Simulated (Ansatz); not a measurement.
**AlF₂H···H₂: density, localisation and related maps**

Input

```
crystal:
  periodic: [false, false, false]
  atoms:
    - { symbol: Al, position_ang: [-0.011835, 0.232689, 0.006354] }
    - { symbol: F, position_ang: [0.032378, 0.337742, 1.675684] }
    - { symbol: F, position_ang: [1.43778, 0.246387, -0.783292] }
    - { symbol: H, position_ang: [-1.363867, 0.21877, -0.768354] }
    - { symbol: H, position_ang: [0.088787, -2.344409, 0.982544] }
    - { symbol: H, position_ang: [0.065156, -1.774679, 1.423265] }
basis:
  gaussian: { orbitals: def2-SVP }
hamiltonian:
  xc: cam_b3lyp
  dispersion: d4
relax:
  f_tol: 0.03
  max_steps: 50
output:
  orbitals: {}
```

Command:

```sh
ansatz run input.yaml --threads 1 --pin off --max-ram 2048MiB --backend cpu --events-out ev --progress --plain --runs-dir out
```

The fields are those of the run's last geometry, not of the input's.

Method: RKS CAM-B3LYP-D4/def2-SVP in Ansatz 0.2.0.

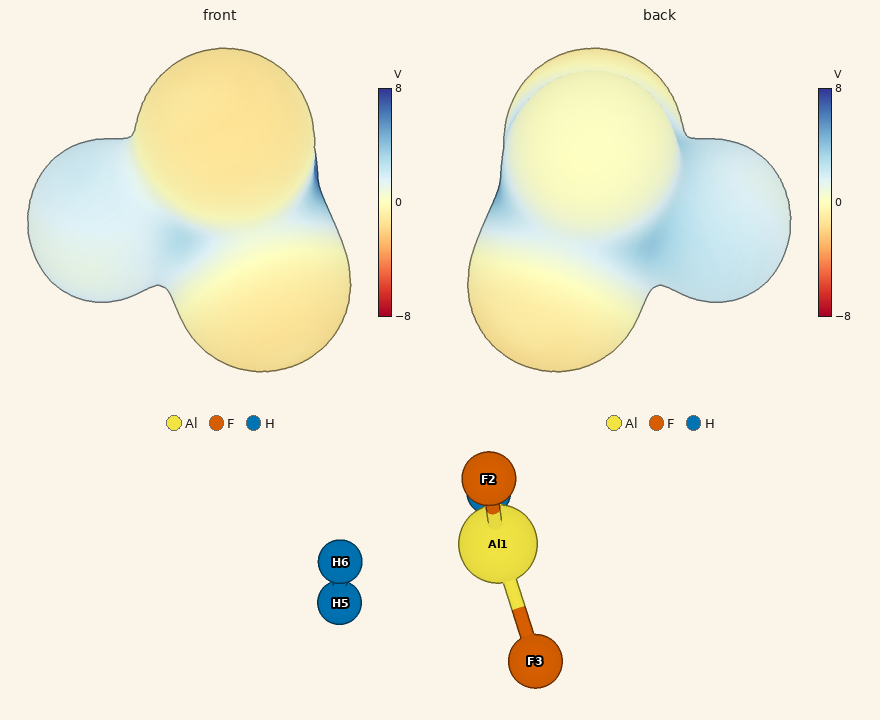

Figure 1. The molecular electrostatic potential painted on the density surface at 0.004 e/bohr³, seen from the front and from behind; the colour scale runs from red (negative) to blue (positive). The bare structure is drawn below in the same view.

Q: Where is the surface potential most negative and most positive?

A: The most negative region (about −1.4 V) lies over F2 and F3, the most positive (about +5.9 V) over Al1.

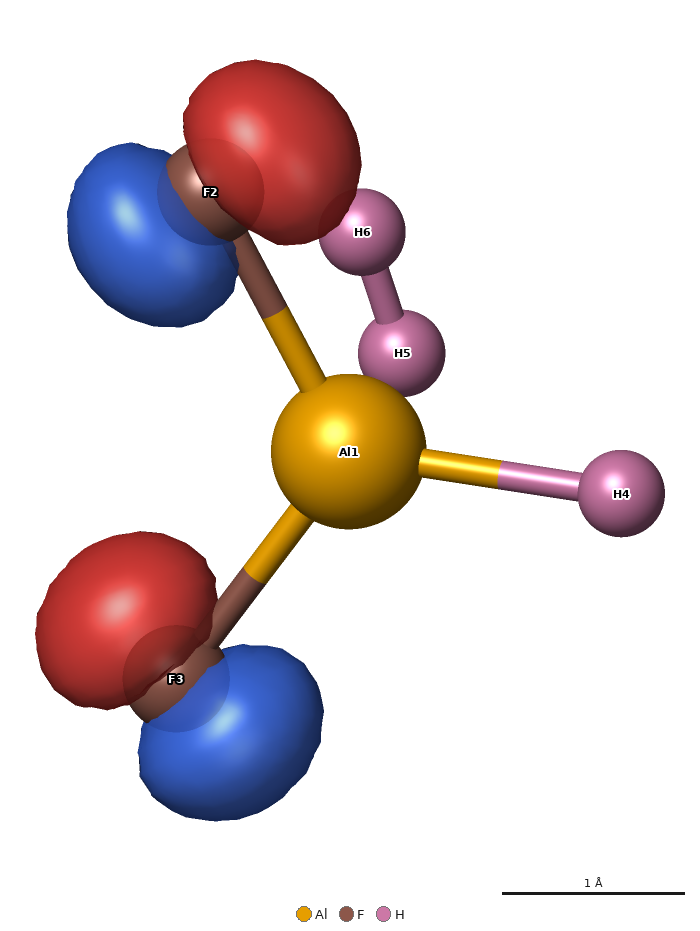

Figure 2. The HOMO−1 at ±0.3 Å⁻³ᐟ² (red and blue are the two phases), seen at an oblique angle.

Q: Describe this orbital and give its energy.

A: By Hirshfeld shares it lies mainly on F3 (about 50 %) and F2 (about 45 %); largely a combination of lone pairs on F3 and F2. Its energy is −12.52 eV.

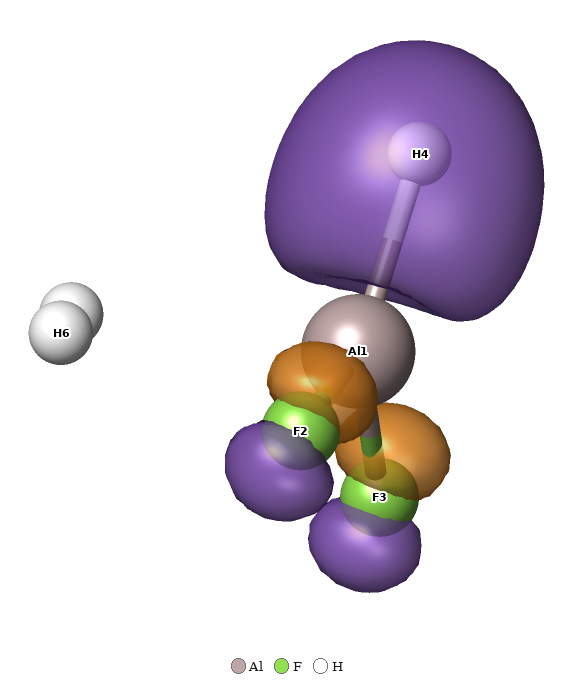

Figure 3. The HOMO at ±0.2 Å⁻³ᐟ² (orange and purple are the two phases), seen from one side.

Q: What is the character of this orbital?

A: It lies mainly on H4 (about 45 %), Al1 (about 30 %), F3 (about 10 %) and F2 (about 10 %). Its energy is −11.18 eV.
